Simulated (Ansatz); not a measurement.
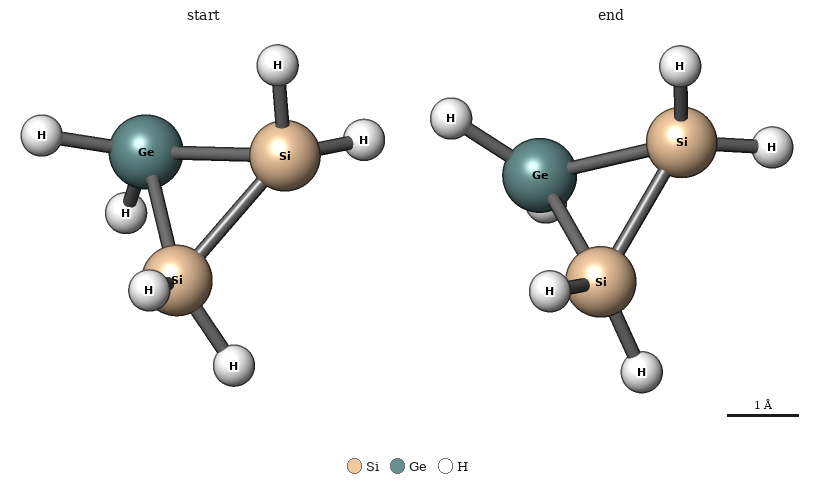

The structure of GeSi2H6 before (left) and after (right) a relaxation, at one scale.

Style: ball-and-stick. Shown at a tilt.

The start comes from GFN2-xTB.

All numbers below come from RKS PBE0-D4/def2-TZVP in Ansatz. Settings: force threshold 0.005 eV/Å; at most 150 steps.

Q: Summarise the run.

A: The energy falls by 66.5 kJ/mol in 5 geometry steps. The largest force component goes from 0.68 to 0.003 eV/Å. The largest move after the best rigid fit is that of the Ge atom, 0.39 Å. By element the largest moves are Ge 0.39 Å, Si 0.33 Å, H 0.27 Å. Among the contacts that change: Ge–Si 2.478 → 2.381 Å, Ge–Si 2.420 → 2.381 Å, Ge–H 1.548 → 1.531 Å, H–Si 1.468 → 1.484 Å. Bond angles that change, for instance: Si–Ge–H 97.2° → 118.7°, H–Ge–H 96.5° → 113.3°, Ge–Si–H 102.9° → 118.4°. The run took about 40 core-seconds on a shared host.
